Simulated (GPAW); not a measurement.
## How the form of the self-energy moves the gap of PbIF

Aim: compare treatments of exchange, screening and correlation for the gap of PbIF.

Calculated with GPAW 26.7.0; LDA and many-body steps on it, plane waves.

**1. Starting point**

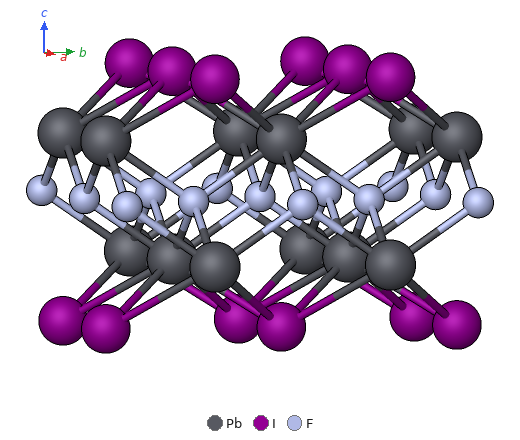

The starting structure, seen from the side, with the c axis up (lead dark grey, iodine purple, fluorine light blue). 2×2×1 cells are drawn. Some periodic images of atoms are drawn too.

The cell holds 6 atoms: 2 Pb, 2 I and 2 F. Cell: a = 4.237 Å, b = 4.237 Å, c = 16.900 Å, α = 90.0°, β = 90.0°, γ = 90.0°. It derives from PbIF. Vacuum lies along c.

As a file:

```
Pb I F
1.0
     4.23740    0.00000    0.00000
     0.00000    4.23740    0.00000
     0.00000    0.00000   16.90000
Pb I F
2 2 2
Direct
  0.50000 0.00000 0.58535
  0.00000 0.50000 0.41465
  0.50000 0.00000 0.32451
  0.00000 0.50000 0.67549
  0.00000 0.00000 0.50000
  0.50000 0.50000 0.50000
```

 Spin-orbit coupling is left out unless a step names it.

**2. Empty states on the mesh, 8×8×1 mesh, 503 bands**

This step: GPAW 26.7.0; DFT, LDA, plane waves, PAW.

The sums over transitions need many empty states on a uniform mesh; this step solves for them.

Contents of run.py:

```python
import json
import numpy as np
from gpaw.mpi import world
from gpaw import GPAW

calc = GPAW('gs.gpw').fixed_density(kpts={'size': (8, 8, 1), 'gamma': True},
    nbands=586,
    convergence={'bands': 503},
    update_fermi_level=True,
    txt='nscf.txt')
calc.write('full.gpw', mode='all')
res = {}
kpts = calc.get_ibz_k_points()
res['kpts'] = kpts
res['eigenvalues'] = [calc.get_eigenvalues(kpt=k) for k in range(len(kpts))]
res['n_electrons'] = calc.get_number_of_electrons()

if world.rank == 0:
    with open('result.json', 'w') as f:
        json.dump(res, f, default=lambda x: x.tolist())
```

Run with:

```sh
> mpirun -n 8 gpaw python run.py
```

What it wrote:

```text
Diagonalizing LCAO Hamiltonian
Converting LCAO to pw mode
convergence criteria:
- Maximum integral of absolute [eigenst]ate change: 4e-08 eV^2 / valence electron
maximum number of iterations: 100

SCF iterations
|iter     |     time |      energy | eigst |  dens |
|iter:   1|  |             | +4.61 |       |
|iter:   2|  |             | +3.43 |       |
|iter:   3|  |             | +2.32 |       |
[...]
|iter:  18|  |             | -7.02 |       |
|iter:  19|  |             | -7.32 |       |
|iter:  20|  |             | -7.49c|       |
SCF steps: 20
  __  _  _
 | _ |_)|_||  |
 |__||  | ||/\| - 26.7.0

Input parameters:
  mode=PW(ecut=600.0),
  convergence={'bands': 503},
  gpts=array([24, 24, 96]),
  kpts=MonkhorstPack(size=(8, 8, 1), gamma=True),
  maxiter=100,
  nbands=586,
  occupations=Occupations(name='fermi-dirac', width=0.001, fixmagmom=False),
  parallel={},
  xc=XC(name='LDA')
# Writing to full.gpw (mode='all')
  [... matrices ...]

timing:  # [seconds]
  Total: 0.382  # ━━━━━━━━━━━━━━━━━━━━━━━━━━━━━━━━━━━━━━━━━━━━━━━━━━━━━━━━━━━
```

It took 13 min on 8 MPI ranks of Arm Neoverse V2, shared host; peak memory 6.3 GiB.

This step gave:

* gap: 2.146 eV
* k of the valence top: 0.125, 0.125, 0
* k of the conduction bottom: 0, 0, 0
* least direct gap: 2.562 eV
* k points computed: 15
* lowest point of the top converged band, above the valence top: 76.8282 eV

On this mesh the gap is 2.146 eV.

**3. One-shot HSE06**

This step: one-shot HSE06 levels on LDA orbitals, plane waves, PAW.

Contents of run.py:

```python
import json
import numpy as np
from gpaw.mpi import world
from gpaw.hybrids.eigenvalues import non_self_consistent_eigenvalues

dft, vxc, vxc_hyb = non_self_consistent_eigenvalues('full.gpw', 'HSE06', 26, 30, kpt_indices=[0, 2])
res = {'dft': dft[0], 'hybrid': (dft - vxc + vxc_hyb)[0]}
if world.rank == 0:
    with open('hybrid.txt', 'w') as f:
        for k, e0, e1 in zip([0, 2], res['dft'], res['hybrid']):
            print(k, ' '.join(f'{x:9.4f}' for x in e0), '|', ' '.join(f'{x:9.4f}' for x in e1), file=f)

if world.rank == 0:
    with open('result.json', 'w') as f:
        json.dump(res, f, default=lambda x: x.tolist())
```

Run with:

```sh
> mpirun -n 8 gpaw python run.py
```

What it wrote:

```text
IBZ(<points: 15, symmetries: 8>)
Occupied bands: 28
Transforming wave functions from IBZ to BZ: 0.069 seconds
Distributing wave functions and iFFT-ing to real space: 0.373 seconds
Calculating eigenvalues:
  k-points: 2
  Bands: 26-29 (inclusive)
  Seconds: 3.237 (wave-function broadcasting: 0.022 seconds)
HSE06-eigenvalue shifts:
  min: -0.389 eV
  ave: 0.217 eV
  max: 0.822 eV
```

Elapsed: 6.8 s, on 8 MPI ranks; peak memory 4.5 GiB; 53 s of CPU time.

Numbers from this step:

* starting gap on the mesh: 2.146 eV
* hybrid gap on the mesh: 3.133 eV
* least direct hybrid gap on the computed points: 3.614 eV

**4. GLLB-SC, self-consistent**

This step: DFT, GLLB-SC with its derivative discontinuity, plane waves, PAW.

Contents of run.py:

```python
import json
import numpy as np
from gpaw.mpi import world
from ase import Atoms
from gpaw import GPAW, PW, FermiDirac

atoms = Atoms(['Pb', 'Pb', 'I', 'I', 'F', 'F'],
    cell=[[4.2374000000, 0.0000000000, 0.0000000000],
      [0.0000000000, 4.2374000000, 0.0000000000],
      [0.0000000000, 0.0000000000, 16.9000000000]],
    scaled_positions=[[0.5000000000, 0.0000000000, 0.5853547929],
      [0.0000000000, 0.5000000000, 0.4146452071],
      [0.5000000000, 0.0000000000, 0.3245050888],
      [0.0000000000, 0.5000000000, 0.6754949112],
      [0.0000000000, 0.0000000000, 0.5000000000],
      [0.5000000000, 0.5000000000, 0.5000000000]],
    pbc=(True, True, False))
calc = GPAW(mode=PW(600),
    xc='GLLBSC',
    kpts={'size': (8, 8, 1), 'gamma': True},
    occupations=FermiDirac(0.001),
    nbands=-9,
    convergence={'bands': -3},
    maxiter=120,
    txt='gllbsc.txt')
atoms.calc = calc
atoms.get_potential_energy()
homo, lumo = calc.get_homo_lumo()
response = calc.hamiltonian.xc.response
dxc_pot = response.calculate_discontinuity_potential(homo, lumo)
ks_gap, dxc = response.calculate_discontinuity(dxc_pot)
res = {'ks_gap': ks_gap, 'dxc': dxc}

if world.rank == 0:
    with open('result.json', 'w') as f:
        json.dump(res, f, default=lambda x: x.tolist())
```

Run with:

```sh
> mpirun -n 8 gpaw python run.py
```

What it wrote:

```text
[banner, memory and clock lines left out]
___ ___ ___ _ _ _
 |   |   |_  | | | |
 | | | | | . | | | |
 |__ |  _|___|_____|  26.7.0
 |___|_|

Input parameters:
  convergence: {bands: -3}
  kpts: {gamma: True,
         size: (8, 8, 1)}
  maxiter: 120
  mode: {ecut: 600.0,
         name: pw}
  nbands: -9
  occupations: {fixmagmom: False,
                name: fermi-dirac,
                width: 0.001}
  xc: GLLBSC

System changes: positions, numbers, cell, pbc, initial_charges, initial_magmoms

Initialize ...

species:
  Pb:
    name:    Lead
    Z:       82.0
    valence: 14
    core:    68
    charge:  0.0  # [|e|]
    compensation charges:
      type: gauss
      rc: 0.38  # [Å]
      lmax: 2
    cutoffs:
      filter: 2.36  # [Å]
      core: 2.43  # [Å]
    projectors
    | kind |    occ | energy [eV] | rcut [Å] |
    |   6s |  2.000 |     -13.011 |    1.259 |
    |   6p |  2.000 |      -4.841 |    1.275 |
    |   5d | 10.000 |     -22.546 |    1.217 |
    |    s |        |      14.200 |    1.259 |
    |    p |        |      22.370 |    1.275 |
    |    d |        |       4.665 |    1.217 |

    Using partial waves for Pb as LCAO basis

  I:
    name:    Iodine
    Z:       53.0
    valence: 7
    core:    46
    charge:  0.0  # [|e|]
    compensation charges:
      type: gauss
      rc: 0.37  # [Å]
      lmax: 2
    cutoffs:
      filter: 2.06  # [Å]
      core: 2.96  # [Å]
    projectors
    | kind |    occ | energy [eV] | rcut [Å] |
    |   5s |  2.000 |     -20.049 |    1.164 |
    |   5p |  5.000 |     -10.166 |    1.164 |
    |    s |        |       7.162 |    1.164 |
    |    p |        |      17.045 |    1.164 |
    |    d |        |       0.000 |    1.164 |

    Using partial waves for I as LCAO basis

  F:
    name:    Fluorine
    Z:       9.0
    valence: 7
    core:    2
    charge:  0.0  # [|e|]
    compensation charges:
      type: gauss
      rc: 0.20  # [Å]
      lmax: 2
    cutoffs:
      filter: 1.14  # [Å]
      core: 0.74  # [Å]
    projectors
    | kind |    occ | energy [eV] | rcut [Å] |
    |   2s |  2.000 |     -36.122 |    0.635 |
    |   2p |  5.000 |     -16.598 |    0.635 |
    |    s |        |      -8.911 |    0.635 |
    |    p |        |      10.613 |    0.635 |
    |    d |        |       0.000 |    0.635 |

    Using partial waves for F as LCAO basis

Reference energy: -1526584.939807  # eV

Spin-paired calculation

Convergence criteria:
 Maximum [total energy] change in last 3 cyles: 0.0005 eV / valence electron
 Maximum integral of absolute [dens]ity change: 0.0001 electrons / valence electron
 Maximum integral of absolute [eigenst]ate change: 4e-08 eV^2 / valence electron
 Maximum number of scf [iter]ations: 120
 (Square brackets indicate name in SCF output, whereas a 'c' in
 the SCF output indicates the quantity has converged.)
  [... matrices ...]
Symmetries present (total): 8

  [... matrices ...]
64 k-points: 8 x 8 x 1 Monkhorst-Pack grid + [1/16,1/16,0.000000]
15 k-points in the irreducible part of the Brillouin zone
       k-points in crystal coordinates                weights
   0:     0.00000000    0.00000000    0.00000000          1/64
   1:     0.12500000    0.00000000    0.00000000          4/64
   2:     0.12500000    0.12500000    0.00000000          4/64
   3:     0.25000000    0.00000000    0.00000000          4/64
   4:     0.25000000    0.12500000    0.00000000          8/64
   5:     0.25000000    0.25000000    0.00000000          4/64
   6:     0.37500000    0.00000000    0.00000000          4/64
   7:     0.37500000    0.12500000    0.00000000          8/64
   8:     0.37500000    0.25000000    0.00000000          8/64
   9:     0.37500000    0.37500000    0.00000000          4/64
          ...
  14:     0.50000000    0.50000000    0.00000000          1/64

Wave functions: Plane wave expansion
  Cutoff energy: 600.000 eV
  Number of coefficients (min, max): 10064, 10158
  Pulay-stress correction: 0.000000 eV/Ang^3 (de/decut=0.000000)
  Using FFTW library
  Wavefunction extrapolation:
    Improved wavefunction reuse through dual PAW basis

Occupation numbers: Fermi-Dirac:
  width: 0.0010  # eV

Eigensolver
   Davidson(niter=2)

Densities:
  Coarse grid: 24*24*96 grid
  Fine grid: 48*48*192 grid
  Total Charge: 0.000000

Density mixing:
  Method: separate
  Backend: msr1
  Linear mixing parameter: 0.05
  old densities: 10
  Width of damping distribution: 1.1
  Damping of long wavelength oscillations: 20

Hamiltonian:
  XC and Coulomb potentials evaluated on a 48*48*192 grid
  Using the GLLBSC Exchange-Correlation functional
  External potential:
    NoExternalPotential

XC parameters: GLLBSC functional being used consists of
  | Weight | Module     | Description                                   |
  |  1.000 | SCREENING  | GGA_X_PBE_SOL with 2 nearest neighbor stencil |
  |  1.000 | RESPONSE   | eps=0.0500 eV                                 |
  |  1.000 | XC         | GGA_C_PBE_SOL with 2 nearest neighbor stencil |

Memory estimate:

Total number of cores used: 8
Parallelization over k-points: 8

Number of atoms: 6
Number of atomic orbitals: 34
Number of bands in calculation: 37
Number of valence electrons: 56
Bands to converge: 34

... initialized

Initializing position-dependent things.

Density initialized from atomic densities
Creating initial wave functions:
  34 bands from LCAO basis set
  3 bands from random numbers

    .---------.
   /|         |
  / |         |
 *  |         |
 |  |         |
 |  |         |
 |  |         |
 |  |         |
 | I|         |
 |  |         |
 |  |         |
[...]
|  | Pb      |
 F  |         |
 | Pb         |
[...]
|  | I       |
 |  |         |
 |  |         |
 |  |         |
 |  .---------.
 | /         /
 |/         /
 *---------*

Atomic positions and initial magnetic moments

Positions:
   0 Pb     2.118700    0.000000    9.892496    ( 0.0000,  0.0000,  0.0000)
   1 Pb     0.000000    2.118700    7.007504    ( 0.0000,  0.0000,  0.0000)
   2 I      2.118700    0.000000    5.484136    ( 0.0000,  0.0000,  0.0000)
   3 I      0.000000    2.118700   11.415864    ( 0.0000,  0.0000,  0.0000)
   4 F      0.000000    0.000000    8.450000    ( 0.0000,  0.0000,  0.0000)
   5 F      2.118700    2.118700    8.450000    ( 0.0000,  0.0000,  0.0000)
  [... matrices ...]
Unit cell:
           periodic     x           y           z      points  spacing
  1. axis:    yes    4.237400    0.000000    0.000000    24     0.1766
  2. axis:    yes    0.000000    4.237400    0.000000    24     0.1766
  3. axis:    no     0.000000    0.000000   16.900000    96     0.1760

  Lengths:   4.237400   4.237400  16.900000
  Angles:   90.000000  90.000000  90.000000

Effective grid spacing dv^(1/3) = 0.1764

iter:   1    -32.358680   +0.21
iter:   2    -28.616870   -0.44  -1.17
iter:   3    -26.245363   -0.81  -1.17
iter:   4    -24.523481   -0.99  -1.46
iter:   5    -24.949453   -1.95  -1.62
iter:   6    -24.235544   -1.74  -1.84
iter:   7    -24.260041   -2.69  -2.47
iter:   8    -24.235863c  -3.23  -2.52
iter:   9    -24.240870c  -3.80  -2.86
iter:  10    -24.263392c  -4.46  -3.17
iter:  11    -24.246005c  -4.98  -3.49
iter:  12    -24.247315c  -5.72  -3.95
iter:  13    -24.245160c  -6.21  -4.22c
iter:  14    -24.246073c  -6.92  -4.61c
iter:  15    -24.245637c  -7.60c -4.74c

Converged after 15 iterations.

Dipole moment: (-0.000000, -0.000000, -0.000000) |e|*Ang

Energy contributions relative to reference atoms: (reference = -1526584.939807)
  [... matrices ...]
Kinetic:       +138.185318
Potential:     -132.423181
External:        +0.000000
XC:             -31.291142
Entropy (-ST):   -0.000000
Local:           +1.283369
SIC:             +0.000000
Free energy:    -24.245637
Extrapolated:   -24.245637

GLLBSC response reference energy: -2.82063 eV (from HOMO)
  [... matrices ...]
Showing only first 2 kpts
 Kpt  Band  Eigenvalues  Occupancy
  0    26     -3.32322    2.00000
  0    27     -3.25421    2.00000
  0    28      0.17698    0.00000
  0    29      1.52456    0.00000

  1    26     -3.11819    2.00000
  1    27     -2.98688    2.00000
  1    28      0.49803    0.00000
  1    29      1.61684    0.00000

Fermi level: -2.55791

Gap: 2.998 eV
Transition (v -> c):
  (s=0, k=2, n=27, [0.12, 0.12, 0.00]) -> (s=0, k=0, n=28, [0.00, 0.00, 0.00])
Direct/indirect transitions are different
Direct gap: 3.431 eV
Transition at: (s=0, k=0, n=27, [0.00, 0.00, 0.00])
  [... matrices ...]
```

The job ended after 18 s (8 MPI ranks; peak memory 2.4 GiB).

This step gave:

| Item | Value |
| --- | --- |
| starting gap on the mesh | 2.998 eV |
| derivative discontinuity | 1.233 eV |
| quasiparticle gap on the mesh | 4.231 eV |

[end of part 1 of 2]

[Paths, hosts, dates, memory and timing lines, banners, echoed tables and standing remarks are left out of the program output.]

[Logs are printed without paths, hosts, clocks, repeated set-up lines and the standing remarks that a program may print on its own settings, such as how far it seeks lower states.]

[Runs of the session that timed out or met a known fault of the program may be left out.]

[Hosts, paths, dates, database ids (printed as entryN), source tags and the programs' standing remarks are cut or masked in the printed files.]
